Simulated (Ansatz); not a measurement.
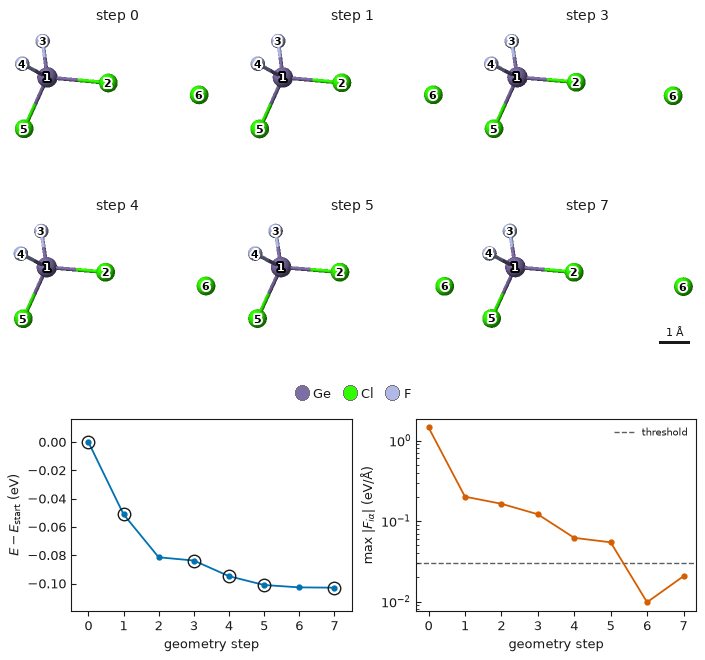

Frames of a relaxation of GeCl3F2 (multiplicity 2), marked on the history of the run. Style: ball-and-stick. Shown from a free direction.

The run prepares an end point of a later path (reaction) calculation, from a guessed geometry.

Computed with UHF/def2-SVP (Ansatz 0.2.0). (collinear spin; force threshold 0.03 eV/Å; at most 50 steps)

Q: What happens along the run?

A: Cl6 moves most after the best rigid fit: 0.51 Å. Largest moves by element: Cl 0.51 Å, F 0.10 Å, Ge 0.07 Å. Near-neighbour distances that change, for instance: Ge1–Cl2 2.177 → 2.102 Å, Ge1–Cl5 2.097 → 2.103 Å. The energy falls by 0.103 eV in 7 geometry steps. The largest force component goes from 1.5 to 0.021 eV/Å. The run took 37 s on 4 threads of AMD EPYC 9R45 96-Core Processor (Zen 5), with other jobs on the host, peak memory 0.71 GiB. From step 0 to 1: Cl2 moves most (0.05 Å), energy −0.051 eV. From step 1 to 3: Cl6 moves most (0.17 Å), energy −0.033 eV. From step 3 to 4: Cl6 moves most (0.10 Å), energy −0.011 eV. From step 4 to 5: Cl6 moves most (0.13 Å), energy −0.006 eV. From step 5 to 7: Cl6 moves most (0.14 Å), energy −0.002 eV.

Limits of the set-up: the start holds two separate molecules, 3.2 Å apart at their closest, whose relative position is a soft coordinate and is computed without a dispersion correction; Hartree-Fock leaves out electron correlation.
